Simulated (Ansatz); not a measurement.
The starting structures come from a database of crystals and need not be the phases stable at ambient conditions.

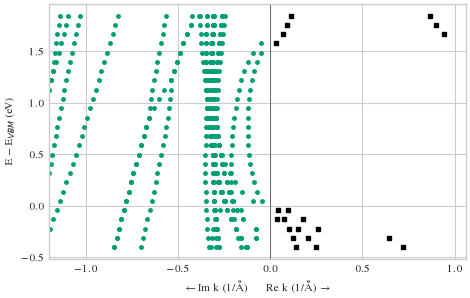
Figure: Complex bands at the centre of the two-dimensional zone; r2SCAN in Ansatz (a quantum-chemistry and plane-wave program)

No gap correction and no spin-orbit coupling; mid-gap values are interpolated between computed energies.

Q: This is Al$_{2}$HgTe$_{4}$ (I-4, not sure to be the ambient phase, 7 atoms a cell, 33.0 Å³ an atom) along the normal of (100). Read off the slowest decay at the centre of the two-dimensional zone at 0.77 eV, the computed energy nearest the middle of the gap.

A: κ ≈ 0.12 1/Å, a decay length 1/(2κ) of the density of 4.2 Å.
